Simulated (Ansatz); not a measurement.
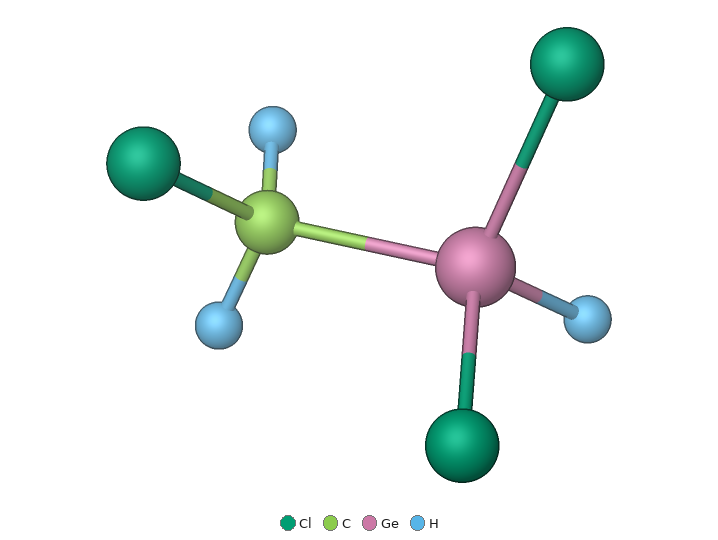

The picture shows a molecular structure as a ball-and-stick model. Every bond is drawn as one stick, whatever its order.

Describe the molecule.

Formula CH₃Cl₃Ge. As SMILES it reads `Cl[CH2][GeH]([Cl])[Cl]`. Among its groups: C–Cl bond. This geometry has Cs symmetry. Coordination: 1 C tetrahedral; 1 Ge tetrahedral.

More results for the same structure follow; atom numbers are the same in all pictures, views and colours differ. The computed structure is the end point of a PBE0-D4/def2-TZVP optimisation.

## Levels of theory compared

Program: Ansatz 0.2.0.

At this fixed geometry, give dipole (D), HOMO–LUMO gap (eV), HOMO energy (eV) at these levels: B3LYP-D4/def2-TZVPP; PBE-D4/def2-TZVPP; r2SCAN-D4/def2-TZVPP; ωB97M-V/def2-TZVPP.

```json
{"level": "B3LYP-D4/def2-TZVPP", "dipole (D)": "3.00", "HOMO–LUMO gap (eV)": "7.20", "HOMO energy (eV)": "−8.16"}
{"level": "PBE-D4/def2-TZVPP", "dipole (D)": "2.86", "HOMO–LUMO gap (eV)": "5.43", "HOMO energy (eV)": "−7.07"}
{"level": "r2SCAN-D4/def2-TZVPP", "dipole (D)": "3.02", "HOMO–LUMO gap (eV)": "6.01", "HOMO energy (eV)": "−7.38"}
{"level": "ωB97M-V/def2-TZVPP", "dipole (D)": "3.01", "HOMO–LUMO gap (eV)": "11.95", "HOMO energy (eV)": "−10.60"}
```

## Vibrations

Harmonic vibrations computed with RKS PBE0-D4/def2-TZVP (Ansatz 0.2.0) at a stationary point of the same level.

How many vibrational modes are there, and where do they lie?

Answer. 18 modes: 46, 95, 149, 153, 250, 423, 443, 572, 686, 703, 761, 795, 1131, 1198, 1424, 2176, 3090, 3159 cm⁻¹.

## Thermal motion

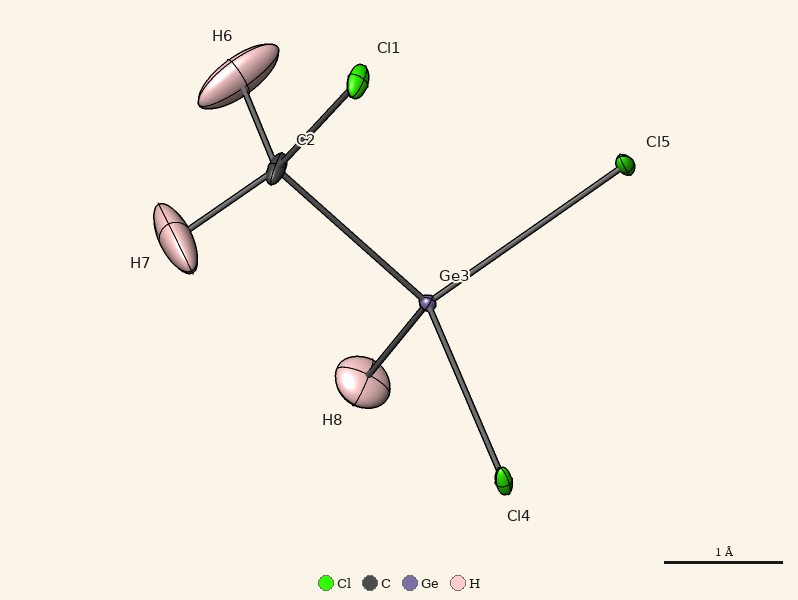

Displacement ellipsoids at the 50 % level, from the internal vibrations of the free molecule (harmonic, no overall translation or rotation; no half-axis is drawn under 0.075 Å). Vibrations computed with RKS PBE0-D4/def2-TZVP (Ansatz 0.2.0). Temperature: 100 K.

List U_eq and the three principal root-mean-square amplitudes for each kind of atom.

```json
{"atom": "Cl1", "U_eq (Å²)": "0.0058", "rms amplitudes (Å)": "0.020, 0.066, 0.112"}
{"atom": "C2", "U_eq (Å²)": "0.0054", "rms amplitudes (Å)": "0.043, 0.049, 0.110"}
{"atom": "Ge3", "U_eq (Å²)": "0.00066", "rms amplitudes (Å)": "0.023, 0.026, 0.028"}
{"atom": "Cl4, Cl5", "U_eq (Å²)": "0.0039", "rms amplitudes (Å)": "0.027, 0.044, 0.095"}
{"atom": "H6, H7", "U_eq (Å²)": "0.0331", "rms amplitudes (Å)": "0.090, 0.130, 0.273"}
{"atom": "H8", "U_eq (Å²)": "0.0198", "rms amplitudes (Å)": "0.091, 0.157, 0.163"}
```

## Charges

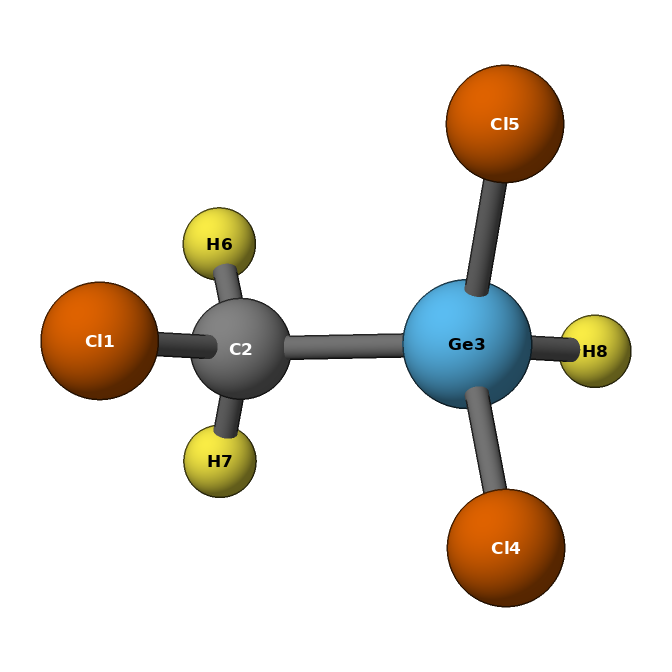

The questions are on Mulliken charges. Level of theory: RKS ωB97M-V/def2-TZVPP (Ansatz 0.2.0).

Give the Mulliken charges atom by atom.

```json
{"atom": "Cl1", "value (e)": "−0.08"}
{"atom": "C2", "value (e)": "−0.28"}
{"atom": "Ge3", "value (e)": "0.46"}
{"atom": "Cl4", "value (e)": "−0.25"}
{"atom": "Cl5", "value (e)": "−0.25"}
{"atom": "H6", "value (e)": "0.17"}
{"atom": "H7", "value (e)": "0.17"}
{"atom": "H8", "value (e)": "0.05"}
```

Mulliken values depend strongly on the basis set and can even reverse the polarity of a bond.
